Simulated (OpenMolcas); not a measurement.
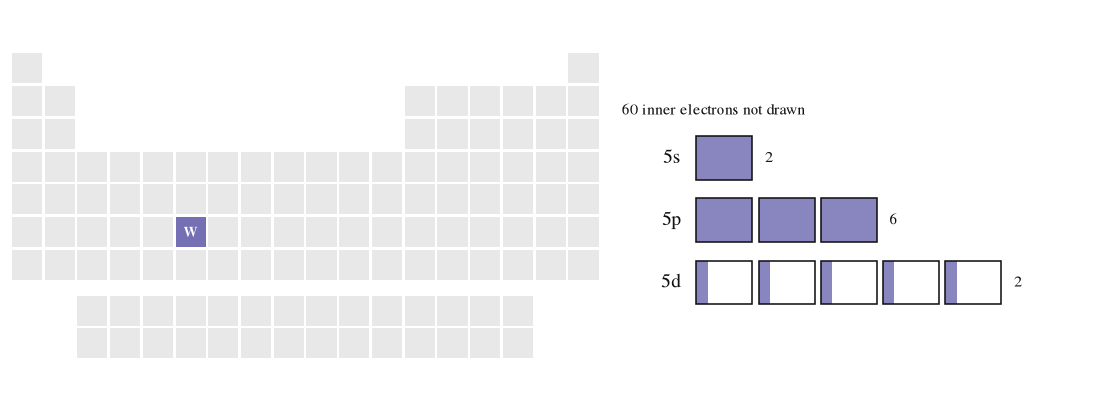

Left, the place of tungsten in the periodic table; right, the outer shells of the leading configuration of the lowest level: a box for each of the 2l + 1 orbitals, shaded by the share of the shell that is filled, with the electron count at the right.

# Multiconfigurational calculation, with input and output: W⁴⁺ complex

System: W⁴⁺ with 6 ligands (H2O; tetragonal octahedron, 2.02 Å), with no charges around it.
Method: state-averaged CASSCF, active space 2 electrons in the shell 5d, basis ANO-RCC-VDZP on the metal and ANO-RCC-VDZP on the ligands, DKH2 scalar Hamiltonian, spin-orbit coupling by RASSI with atomic mean-field integrals (OpenMolcas).

## Key numbers

- outcome: converged
- energy of the lowest spin-free term: −16582.34904 hartree
- energy of the lowest spin-orbit level: −16582.35991 hartree
- largest spread among components of a term: 0.0 cm⁻¹
- hardware: 1 thread of Arm Neoverse V1, 24 GiB of memory available, shared host
- wall time: 67 s
- peak memory: 0.6 GiB

## Remarks

Without dynamic correlation the splittings between terms come out too large, often by 20 to 50 %. Caveats: covalent bonds, ligand orbitals missing from the active space; distances are set from ionic radii, not optimised.

## Input file
```
&GATEWAY
Coord
19

W 0.0 0.0 0.0
O 2.020000 0.000000 0.000000
H 2.596978 0.779741 0.000000
H 2.596978 -0.779741 0.000000
O 0.000000 2.020000 0.000000
H 0.000000 2.596978 0.779741
H 0.000000 2.596978 -0.779741
O -2.020000 0.000000 0.000000
H -2.596978 0.779741 0.000000
H -2.596978 -0.779741 0.000000
O 0.000000 -2.020000 0.000000
H 0.000000 -2.596978 0.779741
H 0.000000 -2.596978 -0.779741
O 0.000000 0.000000 1.979600
H 0.779741 0.000000 2.556578
H -0.779741 0.000000 2.556578
O 0.000000 0.000000 -1.979600
H 0.779741 0.000000 -2.556578
H -0.779741 0.000000 -2.556578
Basis=W.ANO-RCC-VDZP,H.ANO-RCC-VDZP,O.ANO-RCC-VDZP
Group=XYZ
NoMove
AngMom=0.0 0.0 0.0
AMFI
RICD
&SEWARD
&RASSCF
FileOrb=start.orb
Symmetry=1
Spin=3
nActEl=2 0 0
Inactive=30 34
Ras2=5 0
CIRoot=10 10 1
SDav=10
CIMx=300
Iter=150 100
PrWF=0.3
OrbListing=Nothing
MaxOrb=0
LevShft=1.0
>>> COPY $Project.JobIph JOB001
&RASSCF
FileOrb=start.orb
Symmetry=1
Spin=1
nActEl=2 0 0
Inactive=30 34
Ras2=5 0
CIRoot=15 15 1
SDav=15
CIMx=300
Iter=150 100
PrWF=0.3
OrbListing=Nothing
MaxOrb=0
LevShft=1.0
>>> COPY $Project.JobIph JOB002
&RASSI
NrOfJobIphs=2 10 15
1 2 3 4 5 6 7 8 9 10
1 2 3 4 5 6 7 8 9 10 11 12 13 14 15
IphNames
JOB001
JOB002
EJob
SpinOrbit
DIPRint=1.0
SOCoupling=1000.0
Subsets=2
Property=9
'ANGMOM' 1 'ANGMOM' 2 'ANGMOM' 3 'MLTPL  1' 1 'MLTPL  1' 2 'MLTPL  1' 3
'AMFI' 1 'AMFI' 2 'AMFI' 3
SOProperty=3
'ANGMOM' 1 'ANGMOM' 2 'ANGMOM' 3
```

The file start.orb holds starting orbitals from an earlier step. A driver script formed the levels outside the program, from RASSI's spin-orbit matrix and the active-space energies, averaged over the components of each term or state.

Command:
```bash
OMP_NUM_THREADS=1 MOLCAS_MEM=2457 MOLCAS_PROJECT=a pymolcas a.inp > a.log  # once for each step of the input, in one work folder
```

## Output (extracts)
```
--- SEWARD ---
Basis set label: W.ANO-RCC...7S6P4D2F1G.

      Electronic valence basis set:
      ------------------
      Associated Effective Charge  74.000000 au
      Associated Actual Charge     74.000000 au
      Nuclear Model: Point charge

      Shell  nPrim  nBasis  Cartesian Spherical Contaminant
         s      24       7        X
         p      21       6        X
         d      15       4                 X
         f      11       2                 X
         g       4       1                 X
                  Relativistic Douglas-Kroll-Hess integrals:
                    - DKH order of Hamiltonian: 2
                    - DKH order of Properties : 0
                  Atomic mean-field integrals
--- RASSCF ---
Wave function specifications:
      -----------------------------

      Number of closed shell electrons         128
      Number of electrons in active shells       2
      Max number of holes in RAS1 space          0
      Max nr of electrons in RAS3 space          0
      Number of inactive orbitals               64
      Number of active orbitals                  5
      Number of secondary orbitals             143
      Spin quantum number                      1.0
      State symmetry                             1
Orbital specifications:
      -----------------------

      Symmetry species                           1   2
                                                ag  au
      Frozen orbitals                            0   0
      Inactive orbitals                         30  34
      Active orbitals                            5   0
      RAS1 orbitals                              0   0
      RAS2 orbitals                              5   0
      RAS3 orbitals                              0   0
      Secondary orbitals                        73  70
      Deleted orbitals                           0   0
      Number of basis functions                108 104
      Number of CSFs                            10
      Number of root(s) required                10
      Iter CI   SX   CI       RASSCF       Energy    max ROT     max BLB   max BLB  Level Ln srch  Step   QN
          iter iter root      energy       change     param      element    value   shift minimum  type update
 Nr of preliminary CI iterations:   1
      Total energies have been shifted. Add               -16000.00 au
        1   1   11    0  -581.62071571    0.00E+00   1.32E-01*  26  33 1  3.34E-01*  0.71   0.00    SX    NO
        2   1   11    0  -582.07260934   -4.52E-01*  7.79E-02   26  33 1  1.94E-01*  0.69   0.00    SX    NO
        3   1   11    0  -582.16578610   -9.32E-02*  3.64E-02   26  33 1  9.24E-02*  0.73   0.00    SX    NO
        4   1   10    0  -582.18670308   -2.09E-02* -1.45E-02   13  38 2 -4.56E-02*  0.76   0.00    SX    NO
        5   1   10    0  -582.19297369   -6.27E-03* -1.75E-02   16  41 2  3.33E-02*  0.75   1.15    QN   YES
        6   1    9    0  -582.19632068   -3.35E-03* -7.88E-03   16  41 2  1.02E-02*  0.76   1.31    QN   YES
        7   1    9    0  -582.19672540   -4.05E-04* -3.86E-03   26  33 1 -4.70E-03*  0.76   1.31    QN   YES
        8   1    8    0  -582.19682487   -9.95E-05* -2.41E-03   26  33 1 -3.40E-03*  0.76   1.63    LS   YES
        9   1    8    0  -582.19684232   -1.75E-05*  1.42E-03   11  36 2 -2.75E-03*  0.76   1.01    QN   YES
       10   1    8    0  -582.19686355   -2.12E-05*  9.46E-04   27  35 1  1.05E-03*  0.76   1.67    LS   YES
       11   1    8    0  -582.19686761   -4.06E-06* -3.34E-04   23  58 1 -3.76E-04*  0.76   1.00    QN   YES
       12   1    7    0  -582.19686871   -1.10E-06* -1.66E-04   23  58 1 -1.30E-04*  0.76   1.50    LS   YES
       13   1    7    0  -582.19686891   -1.96E-07* -2.42E-04   33  45 1  6.63E-05   0.76   1.38    QN   YES
       14   1    6    0  -582.19686898   -6.70E-08* -2.61E-04   33  45 1  4.77E-05   0.76   1.51    QN   YES
       15   1    6    0  -582.19686901   -2.76E-08* -1.94E-04   33  45 1  2.76E-05   0.76   1.47    QN   YES
       16   1    5    0  -582.19686902   -1.01E-08* -1.12E-04   33  45 1  1.26E-05   0.76   1.50    QN   YES
       17   1    5    0  -582.19686902   -3.37E-09  -3.41E-05   34  42 2  7.80E-06   0.76   1.34    QN   YES
      Convergence after 17 iterations
       18   1    5    0  -582.19686902   -8.08E-10  -3.41E-05   34  42 2  3.03E-06   0.76   1.34    QN   YES
      Natural orbitals and occupation numbers for root  1
      sym 1:   0.993581   0.006419   0.006419   0.993581  -0.000000
      Natural orbitals and occupation numbers for root  2
      sym 1:   0.993156   0.993156  -0.000000   0.006844   0.006844
      Natural orbitals and occupation numbers for root  3
      sym 1:   0.007694   0.992306  -0.000000   0.992306   0.007694
::    RASSCF root number  1 Total energy: -16582.34903509
::    RASSCF root number  2 Total energy: -16582.34552042
::    RASSCF root number  3 Total energy: -16582.34494867
::    RASSCF root number  4 Total energy: -16582.17947062
::    RASSCF root number  5 Total energy: -16582.17633469
::    RASSCF root number  6 Total energy: -16582.16883496
::    RASSCF root number  7 Total energy: -16582.14525482
::    RASSCF root number  8 Total energy: -16582.13369001
::    RASSCF root number  9 Total energy: -16582.12976144
::    RASSCF root number 10 Total energy: -16581.99583948
--- RASSCF ---
Wave function specifications:
      -----------------------------

      Number of closed shell electrons         128
      Number of electrons in active shells       2
      Max number of holes in RAS1 space          0
      Max nr of electrons in RAS3 space          0
      Number of inactive orbitals               64
      Number of active orbitals                  5
      Number of secondary orbitals             143
      Spin quantum number                      0.0
      State symmetry                             1
Orbital specifications:
      -----------------------

      Symmetry species                           1   2
                                                ag  au
      Frozen orbitals                            0   0
      Inactive orbitals                         30  34
      Active orbitals                            5   0
      RAS1 orbitals                              0   0
      RAS2 orbitals                              5   0
      RAS3 orbitals                              0   0
      Secondary orbitals                        73  70
      Deleted orbitals                           0   0
      Number of basis functions                108 104
      Number of CSFs                            15
      Number of root(s) required                15
      Iter CI   SX   CI       RASSCF       Energy    max ROT     max BLB   max BLB  Level Ln srch  Step   QN
          iter iter root      energy       change     param      element    value   shift minimum  type update
 Nr of preliminary CI iterations:   1
      Total energies have been shifted. Add               -16000.00 au
        1   1   11    0  -582.15159331    0.00E+00  -4.87E-03   27  32 1  3.58E-03*  0.75   0.00    SX    NO
        2   1   11    0  -582.15191573   -3.22E-04*  2.26E-03   27  32 1  2.46E-03*  0.75   0.00    SX    NO
        3   1   10    0  -582.15200558   -8.99E-05*  1.53E-03   27  32 1  1.29E-03*  0.75   0.00    SX    NO
        4   1   10    0  -582.15203567   -3.01E-05*  9.67E-04   30  31 1 -7.88E-04*  0.75   0.00    SX    NO
        5   1   10    0  -582.15204700   -1.13E-05*  1.27E-03   30  31 1 -5.20E-04*  0.75   2.32    LS   YES
        6   1    9    0  -582.15205264   -5.64E-06*  7.85E-04   19  36 2 -1.61E-03*  0.75   1.04    QN   YES
        7   1    9    0  -582.15205456   -1.93E-06* -1.71E-04   19  36 2  7.96E-04*  0.75   0.73    QN   YES
        8   1    8    0  -582.15205527   -7.04E-07* -1.52E-04   27  32 1 -1.07E-04*  0.75   1.31    QN   YES
        9   1    7    0  -582.15205546   -1.96E-07*  1.10E-04   19  36 2 -7.67E-05   0.75   1.20    QN   YES
       10   1    7    0  -582.15205550   -3.52E-08*  5.76E-05   19  36 2 -3.61E-05   0.75   1.22    QN   YES
       11   1    6    0  -582.15205550   -4.94E-09   6.11E-05   33  45 1  9.87E-06   0.75   1.57    QN   YES
      Convergence after 11 iterations
       12   1    6    0  -582.15205551   -2.40E-09   6.11E-05   19  36 2  1.15E-05   0.75   1.57    QN   YES
      Natural orbitals and occupation numbers for root  1
      sym 1:   0.996490   0.003510   0.003510   0.996490  -0.000000
      Natural orbitals and occupation numbers for root  2
      sym 1:   0.901153   0.000769   0.004941   1.092098   0.001038
      Natural orbitals and occupation numbers for root  3
      sym 1:   0.996222  -0.000000   0.996222   0.003778   0.003778
::    RASSCF root number  1 Total energy: -16582.30597247
::    RASSCF root number  2 Total energy: -16582.30475869
::    RASSCF root number  3 Total energy: -16582.30256736
::    RASSCF root number  4 Total energy: -16582.30174386
::    RASSCF root number  5 Total energy: -16582.29968791
::    RASSCF root number  6 Total energy: -16582.24422770
::    RASSCF root number  7 Total energy: -16582.13420263
::    RASSCF root number  8 Total energy: -16582.13180163
::    RASSCF root number  9 Total energy: -16582.12500436
::    RASSCF root number 10 Total energy: -16582.12011024
::    RASSCF root number 11 Total energy: -16582.11295537
::    RASSCF root number 12 Total energy: -16582.10845847
::    RASSCF root number 13 Total energy: -16581.95217273
::    RASSCF root number 14 Total energy: -16581.94517733
::    RASSCF root number 15 Total energy: -16581.89199184
--- RASSI ---
SPIN-FREE ENERGIES:
  (Shifted by EMIN (a.u.) =     -16582.3490350938)

 SF State       Relative EMIN(au)   Rel lowest level(eV)    D:o, cm**(-1)

     1             0.0000000000        0.0000000000              0.0000
     2             0.0035146710        0.0956390704            771.3811
     3             0.0040864277        0.1111973625            896.8672
    11             0.0430626248        1.1717937150           9451.1537
    12             0.0442764039        1.2048223287           9717.5474
    13             0.0464677366        1.2644515276          10198.4894
    14             0.0472912373        1.2868601238          10379.2269
    15             0.0493471830        1.3428052565          10830.4548
    16             0.1048073957        2.8519545263          23002.5645
     4             0.1695644765        4.6140844649          37215.1010
     5             0.1727004071        4.6994174823          37903.3582
     6             0.1802001371        4.9034955309          39549.3587
     7             0.2037802782        5.5451438589          44724.6014
    17             0.2148324672        5.8458892441          47150.2766
     8             0.2153450825        5.8598382150          47262.7826
    18             0.2172334625        5.9112236525          47677.2341
     9             0.2192736510        5.9667400120          48125.0037
    19             0.2240307339        6.0961868323          49169.0627
    20             0.2289248539        6.2293626216          50243.1979
    21             0.2360797205        6.4240564599          51813.5096
    22             0.2405766201        6.5464233315          52800.4650
    10             0.3531956120        9.6109422187          77517.4767
    23             0.3968623629       10.7991750439          87101.2208
    24             0.4038577634       10.9895295877          88636.5337
    25             0.4570432536       12.4367805042         100309.3996
     Dipole printing threshold changed to   1.00000000E+00
Eigenvalues of complex Hamiltonian:
   -----------------------------------
  (Shifted by EMIN (a.u.) =     -16582.3490350938)

 SO State       Relative EMIN(au)   Rel lowest level(eV)    D:o, cm**(-1)

     1            -0.0108739196        0.0000000000              0.0000
     2            -0.0095504619        0.0360131205            290.4654
     3            -0.0092989843        0.0428561739            345.6584
     4            -0.0084969129        0.0646816482            521.6927
     5            -0.0075068424        0.0916228383            738.9880
     6             0.0078622797        0.5098379552           4112.1204
     7             0.0081856448        0.5186371684           4183.0909
     8             0.0097167296        0.5603001083           4519.1251
     9             0.0133747883        0.6598409571           5321.9762
    10             0.0423372268        1.4479490588          11678.4968
    11             0.0446244089        1.5101864522          12180.4752
    12             0.0455462085        1.5352698979          12382.7868
    13             0.0463953682        1.5583767107          12569.1558
    14             0.0494045372        1.6402603713          13229.5921
    15             0.1053070974        3.1614465299          25498.7859
    16             0.1659828335        4.8125174204          38815.5707
    17             0.1670549186        4.8416903409          39050.8662
    18             0.1687170433        4.8869190597          39415.6604
    19             0.1715181464        4.9631409579          40030.4315
    20             0.1747762944        5.0517996793          40745.5123
    21             0.1748809237        5.0546467886          40768.4758
    22             0.1799545175        5.1927063101          41882.0009
    23             0.1802076060        5.1995931990          41937.5474
    24             0.1806801206        5.2124509748          42041.2524
    25             0.2011866512        5.7704621015          46541.9156
    26             0.2015272949        5.7797314887          46616.6783
    27             0.2031547362        5.8240164201          46973.8603
    28             0.2111040375        6.0403279284          48718.5303
    29             0.2118118773        6.0595892325          48873.8832
    30             0.2127715294        6.0857026959          49084.5025
    31             0.2159994572        6.1735390868          49792.9508
    32             0.2168184939        6.1958262102          49972.7085
    33             0.2246201863        6.4081210747          51684.9821
    34             0.2251354358        6.4221417268          51798.0663
    35             0.2253317585        6.4274839396          51841.1541
    36             0.2268716816        6.4693873826          52179.1282
    37             0.2359888184        6.7174773146          54180.1084
    38             0.2389086967        6.7969312511          54820.9476
    39             0.2429122720        6.9058740850          55699.6309
    40             0.3564555028        9.9955427933          80619.4896
    41             0.3564690868        9.9959124330          80622.4709
Weights of the five most important spin-orbit-free states for each spin-orbit state.

 SO State  Total energy (au)           Spin-free states, spin, and weights
 -------------------------------------------------------------------------------------------------------
    1        -0.010874       1 1.0  0.6980    2 1.0  0.1559    3 1.0  0.0983   15 0.0  0.0331    4 1.0  0.0066
    2        -0.009550       1 1.0  0.5764    2 1.0  0.3824   14 0.0  0.0293    4 1.0  0.0045   20 0.0  0.0037
    3        -0.009299       1 1.0  0.5895    3 1.0  0.3678   13 0.0  0.0309   17 0.0  0.0045    6 1.0  0.0040
    4        -0.008497       3 1.0  0.4882    2 1.0  0.4503   12 0.0  0.0433    5 1.0  0.0085    1 1.0  0.0030
    5        -0.007507       2 1.0  0.4901    3 1.0  0.4596   11 0.0  0.0380   18 0.0  0.0042    4 1.0  0.0037
    6         0.007862       2 1.0  0.5916    1 1.0  0.4001    5 1.0  0.0035    4 1.0  0.0020   19 0.0  0.0015
    7         0.008186       3 1.0  0.6044    1 1.0  0.3875    5 1.0  0.0028   21 0.0  0.0017    6 1.0  0.0016
    8         0.009717       3 1.0  0.5108    2 1.0  0.4820    4 1.0  0.0024    6 1.0  0.0021   22 0.0  0.0015
    9         0.013375       3 1.0  0.3637    2 1.0  0.3440    1 1.0  0.2516   16 0.0  0.0344    9 1.0  0.0021
   10         0.042337      11 0.0  0.9433    3 1.0  0.0212    2 1.0  0.0196    4 1.0  0.0069    6 1.0  0.0054
   11         0.044624      12 0.0  0.9452    3 1.0  0.0234    2 1.0  0.0206    7 1.0  0.0057    8 1.0  0.0039
   12         0.045546      13 0.0  0.9489    3 1.0  0.0195    1 1.0  0.0150    5 1.0  0.0074    6 1.0  0.0053
```

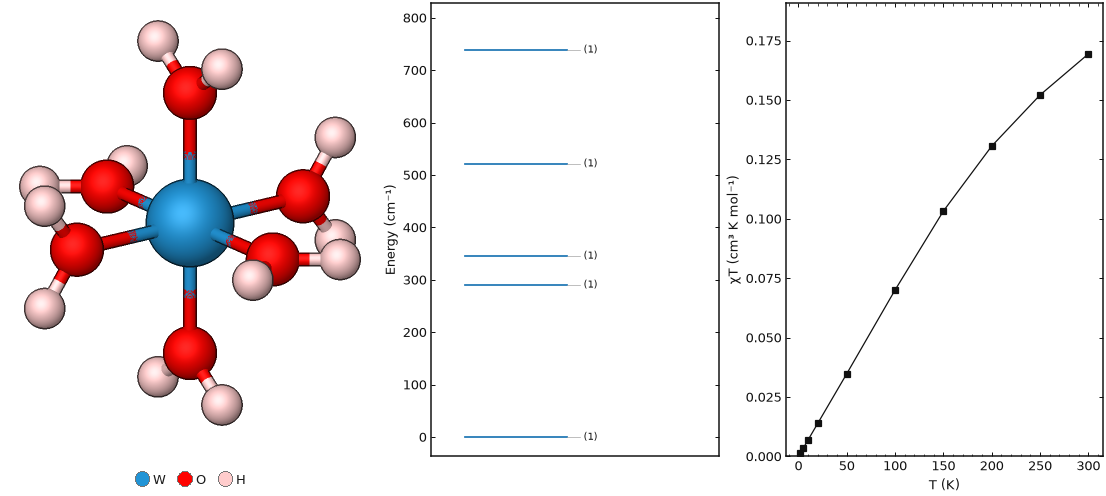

W⁴⁺ (5d²) with 6 ligands, H₂O, at 2.02 Å (arrangement: tetragonal octahedron, Ci), axial distortion 0.98, and its levels and susceptibility. Labels give the representation in O, Td, D4 or D3 as the site allows (double group for half-integer spin) where it could be assigned and, in brackets, the degeneracy; spin-free states, where drawn, share the zero of the spin-orbit levels. Powder susceptibility by Van Vleck's formula. The ground level is non-degenerate, 97 % from states of spin multiplicity 3. The next level lies at 290 cm⁻¹. χT is close to 0 cm³ K mol⁻¹ at 2 K and 0.169 at 300 K, an effective moment of 1.16 μB. The active orbitals hold 73 to 87 % metal character (Löwdin), and the Mulliken charge of the metal is +3.04.
